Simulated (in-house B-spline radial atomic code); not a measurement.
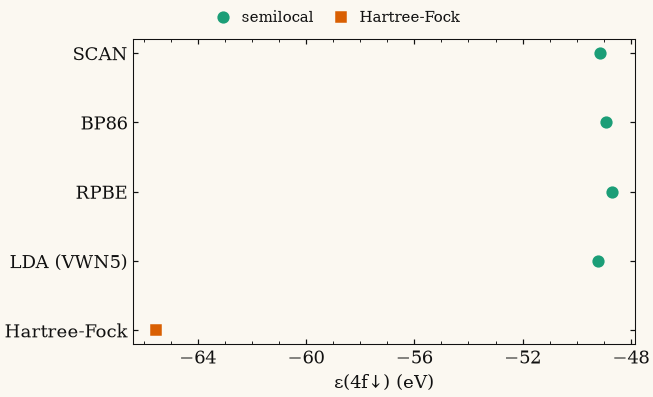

W²⁺ (Z = 74, 72 electrons); electrons: [Xe] 4f14 5d4 (high spin). All runs are scalar-relativistic, spin-polarised and spherical, computed with an in-house B-spline radial code (spin-free X2C). Hartree-Fock is the average over the configuration. The plot shows the eigenvalue (eV) of the 4f down orbital by 5 methods.

### Rank the methods.

The deepest is Hartree-Fock (−65.5) and the shallowest RPBE (−48.7), a spread of 16.9 eV. In order (eV): Hartree-Fock (−65.5), LDA (VWN5) (−49.2), SCAN (−49.2), BP86 (−48.9), RPBE (−48.7). On the whole, exact exchange removes self-interaction and deepens occupied levels.
